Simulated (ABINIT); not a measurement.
# Beyond one shot: SnO2 (Cassiterite), part 2 of 2

How far does self-consistency move the gap of SnO2 (Cassiterite)?

ABINIT 10.8.3; PBE and many-body steps on it, plane waves. Known limits of the many-body steps: not at the basis limit; no spin-orbit coupling; coarse k mesh.

So far. Step 10 (evGW, cycle 1): Against G0W0 in ABINIT (4×4×4 mesh, 81 bands, screening to 106.1 eV, Godby-Needs plasmon pole), the gap moves by +0.634 eV. Step 13 (evGW, cycle 2): Against the cycle before, the gap moves by +0.054 eV.

### 14. Screening, 4×4×4 mesh, 81 bands, screening to 106.1 eV

This step: RPA screening on PBE, plane waves, norm-conserving pseudopotentials.

File run.abi:

```
acell 3*1.0 Angstrom
rprim 
  4.738000000000 0.000000000000 0.000000000000
  0.000000000000 4.738000000000 0.000000000000
  0.000000000000 0.000000000000 3.186500000000
ntypat 2
znucl 50 8
natom 6
typat 1 1 2 2 2 2
xred 
  0.000000000000 0.000000000000 0.000000000000
  0.500000000000 0.500000000000 0.500000000000
  0.307100000000 0.307100000000 0.000000000000
  0.192900000000 0.807100000000 0.500000000000
  0.692900000000 0.692900000000 0.000000000000
  0.807100000000 0.192900000000 0.500000000000
pp_dirpath "pseudos"
pseudos "Sn.upf, O.upf"
ecut 42
ngkpt 4 4 4
nshiftk 1
shiftk 0 0 0
kptopt 1
chksymbreak 0
istwfk *1
occopt 1
irdwfk 1
optdriver 3
nband 81
ecuteps 3.9
inclvkb 2
awtr 1
symchi 1
gwcalctyp 10
mbpt_sciss 3.055 eV
nqptdm 1
qptdm 
  0 0 0
indata_prefix "in"
outdata_prefix "out"
tmpdata_prefix "tmp"
```

On the command line:

```
$ OMP_NUM_THREADS=1 mpirun -n 8 abinit run.abi > log
```

Wall time 20 s (8 MPI ranks of Arm Neoverse V2, shared host); peak memory 4.1 GiB; 2.6 min of CPU time.

This step gave:

```yaml
eps_infinity_with_local_fields_on_this_mesh_along_the_program_s_q_direction: 3.587
the_same_without_local_fields: 3.712
plasma_frequency: 36.20 eV
plane_waves_in_the_screening_matrix: 177
```

This screening uses the functional's bands under a rigid shift, the mean opening of the cycle before.

### 15. Screening, 4×4×4 mesh, 81 bands, screening to 106.1 eV

This step: RPA screening on PBE from quasiparticle energies, plane waves, norm-conserving pseudopotentials.

Changes to run.abi since step 14:

```diff
@@ -33,7 +33,23 @@
 symchi 1
+irdqps 1
 gwcalctyp 10
-mbpt_sciss 3.055 eV
-nqptdm 1
+nqptdm 17
 qptdm 
-  0 0 0
+  0.2500000000 0.0000000000 0.0000000000
+  0.5000000000 0.0000000000 0.0000000000
+  0.2500000000 0.2500000000 0.0000000000
+  0.5000000000 0.2500000000 0.0000000000
+  0.5000000000 0.5000000000 0.0000000000
+  0.0000000000 0.0000000000 0.2500000000
+  0.2500000000 0.0000000000 0.2500000000
+  0.5000000000 0.0000000000 0.2500000000
+  0.2500000000 0.2500000000 0.2500000000
+  0.5000000000 0.2500000000 0.2500000000
+  0.5000000000 0.5000000000 0.2500000000
+  0.0000000000 0.0000000000 0.5000000000
+  0.2500000000 0.0000000000 0.5000000000
+  0.5000000000 0.0000000000 0.5000000000
+  0.2500000000 0.2500000000 0.5000000000
+  0.5000000000 0.2500000000 0.5000000000
+  0.5000000000 0.5000000000 0.5000000000
 indata_prefix "in"
```

File mrgscr.stdin:

```
2
merged
q0_SCR
out_SCR
1
```

On the command line:

```
$ OMP_NUM_THREADS=1 mpirun -n 8 abinit run.abi > log; mrgscr < mrgscr.stdin
```

Wall time 55 s (8 MPI ranks); peak memory 3.8 GiB.

Numbers from this step:

| Item | Value |
| --- | --- |
| plasma frequency | 36.20 eV |
| plane waves in the screening matrix | 177 |

This screening reads the quasiparticle levels of the cycle before.

### 16. evGW, cycle 3

This step: evGW on PBE, plane waves, norm-conserving pseudopotentials.

Changes to run.abi since step 15:

```diff
@@ -27,12 +27,10 @@
 irdwfk 1
-optdriver 3
+optdriver 4
 nband 81
-ecuteps 3.9
-inclvkb 2
-awtr 1
-symchi 1
-irdqps 1
 gwcalctyp 10
-nqptdm 17
-qptdm 
+ecutsigx 42
+symsigma 1
+nkptgw 18
+kptgw 
+  0.0000000000 0.0000000000 0.0000000000
   0.2500000000 0.0000000000 0.0000000000
@@ -54,2 +52,25 @@
   0.5000000000 0.5000000000 0.5000000000
+bdgw 
+  23 40
+  23 40
+  23 40
+  23 40
+  23 40
+  23 40
+  23 40
+  23 40
+  23 40
+  23 40
+  23 40
+  23 40
+  23 40
+  23 40
+  23 40
+  23 40
+  23 40
+  23 40
+ecuteps 3.9
+irdscr 1
+ppmodel 1
+irdqps 1
 indata_prefix "in"
```

On the command line:

```
$ OMP_NUM_THREADS=1 mpirun -n 8 abinit run.abi > log
```

Run time: 3.5 min. Hardware: 8 MPI ranks; peak memory 6.5 GiB; 28 min of CPU time.

This step gave:

| Item | Value |
| --- | --- |
| quasiparticle gap on the mesh | 3.483 eV |
| gap of the density functional on the mesh | 1.284 eV |
| k of the valence top | 0, 0, 0 |
| k of the conduction bottom | 0, 0, 0 |
| least direct quasiparticle gap on the computed points | 3.483 eV |

Against the cycle before, the gap moves by +0.005 eV.

### 17. The runs together

Times are wall times on 8 MPI ranks of Arm Neoverse V2, shared host, good to a factor of about two. A run's time includes the screening step that it read.

```
           run   mesh  bands  screening cutoff (eV)  DFT gap (eV)  gap on the mesh (eV)  direct (eV)  ε∞ used     time
          G0W0  4×4×4     81                  106.1         1.284                 2.790        2.790     4.54     84 s
evGW0, cycle 1  4×4×4     81                  106.1         1.284                 3.082        3.082     4.54    5 min
evGW0, cycle 2  4×4×4     81                  106.1         1.284                 3.019        3.019     4.54    5 min
evGW0, cycle 3  4×4×4     81                  106.1         1.284                 3.010        3.010     4.54    5 min
 evGW, cycle 1  4×4×4     81                  106.1         1.284                 3.424        3.424     3.70  4.9 min
 evGW, cycle 2  4×4×4     81                  106.1         1.284                 3.478        3.478     3.60  4.8 min
 evGW, cycle 3  4×4×4     81                  106.1         1.284                 3.483        3.483     3.59  4.8 min
```

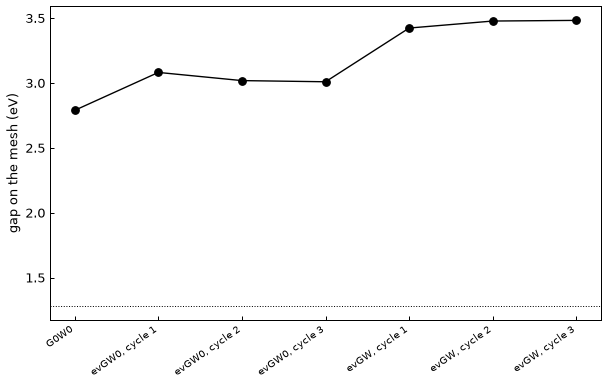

The gap through the cycles; the dotted line is the starting gap.

### 18. Results

| Property | Result |
| --- | --- |
| G0W0 | 2.790 eV |
| evGW0, cycle 1 | 3.082 eV |
| evGW0, cycle 2 | 3.019 eV |
| evGW0, cycle 3 | 3.010 eV |
| evGW, cycle 1 | 3.424 eV |
| evGW, cycle 2 | 3.478 eV |
| evGW, cycle 3 | 3.483 eV |
| known limits | not at the basis limit; no spin-orbit coupling; coarse k mesh |

What this shows: Only the bands that the input lists are updated; the others, empty or deep, keep the functional's energies or take a rigid shift. The evGW loop starts from the last levels of evGW0, so its cycles and time come on top of those. evGW0 ends at 3.01 eV, +0.22 eV from G0W0, after 3 cycles that took 11 min beside the first screening; the last moved the gap by 0.009 eV. evGW ends at 3.48 eV, +0.69 eV from G0W0, after 3 cycles that took 14 min beside the first screening; the last moved the gap by 0.005 eV. The first cycle of evGW0 takes the full correction, without the factor Z, so it overshoots the one-shot value. Against experiment, by evGW, cycle 3: the gap of 3.48 eV lies −0.12 eV from the measured 3.6 eV (kind not stated, quoted 2022). These are gaps on the mesh, at modest bands and cutoff. The calculation has static nuclei and no excitons; a measured gap holds zero-point and thermal motion, which mostly lowers it. Bands and cutoff are finite, so the gap is not at the basis limit. The miss can reach some tenths of an eV and take either sign; the mesh is an error of its own. The 4×4×4 mesh is coarse for this cell, which bears on the long-range parts of exchange and screening. In the updated screening the q = 0 part is built from Kohn-Sham bands under a rigid shift, the other q from the quasiparticle levels. The many-body steps are scalar-relativistic: spin-orbit coupling is not in them.

[Paths, hosts, dates, memory and timing lines, banners, echoed tables and standing remarks are left out of the program output.]

[Logs are printed without paths, hosts, clocks, repeated set-up lines and the standing remarks that a program may print on its own settings, such as how far it seeks lower states.]

[Runs of the session that timed out or met a known fault of the program may be left out.]

[Hosts, paths, dates, database ids (printed as entryN), source tags and the programs' standing remarks are cut or masked in the printed files.]

[G0W0 gaps are taken among the corrected bands and points alone; a level outside them can change the order at an edge.]

[Where Ansatz stands beside ABINIT at settings called matched, ABINIT's density can come from a denser mesh and the files from another edition; pairs whose starting gaps differed by over 0.03 eV were left out, so agreement reads better than it is.]
